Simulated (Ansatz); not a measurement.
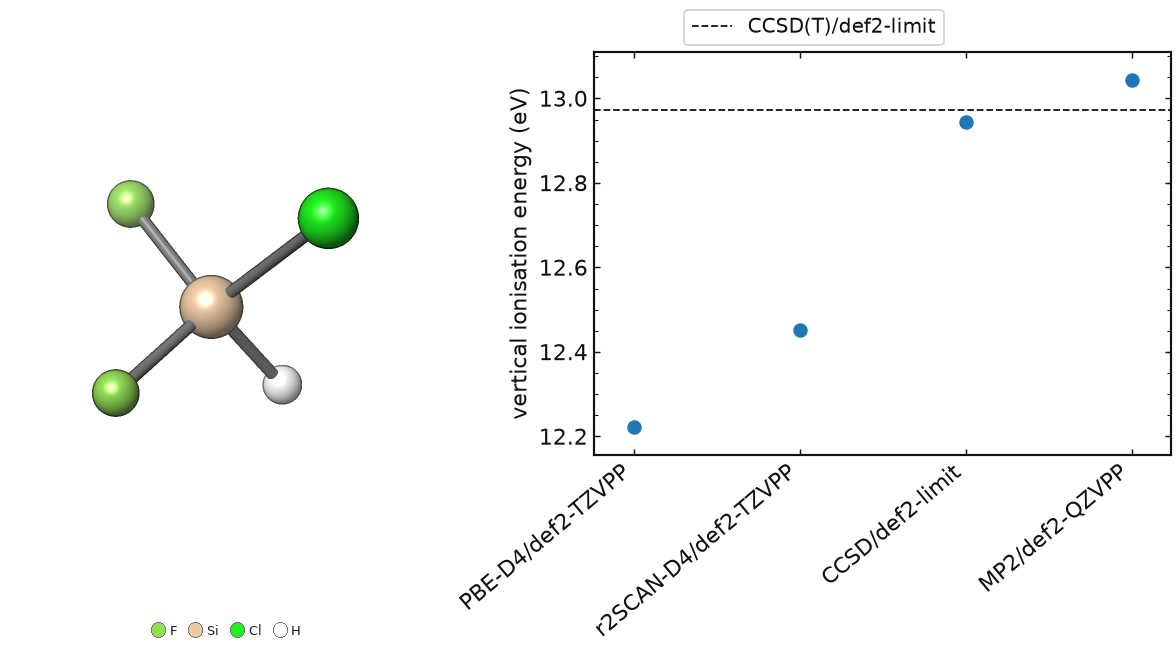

Vertical ionisation energy of SiHClF₂, SMILES F[SiH](F)Cl, taken as the energy of the cation less that of the neutral at fixed geometry (unrestricted doublet cation, cores frozen in correlated methods, no spin-orbit coupling), the Ansatz code 0.2.0, at a PBE0-D4/def2-TZVP geometry (a minimum by its frequencies). Limit means an estimate of the basis limit from triple and quadruple zeta; for coupled cluster it is either extrapolated directly or built as the MP2 limit plus the step from MP2 in triple zeta. The distance of MP2/def2-QZVPP to the limit includes basis error.

Q: What range do the values span, the line included?

A: From 12.22 eV (PBE-D4/def2-TZVPP) to 13.04 eV (MP2/def2-QZVPP).

Q: Give the values.

A:
```tsv
level	eV	less CCSD(T)/def2-limit
PBE-D4/def2-TZVPP	12.22	−0.75
r2SCAN-D4/def2-TZVPP	12.45	−0.52
CCSD/def2-limit	12.94	−0.03
MP2/def2-QZVPP	13.04	0.07
CCSD(T)/def2-limit	12.97	0.00
```
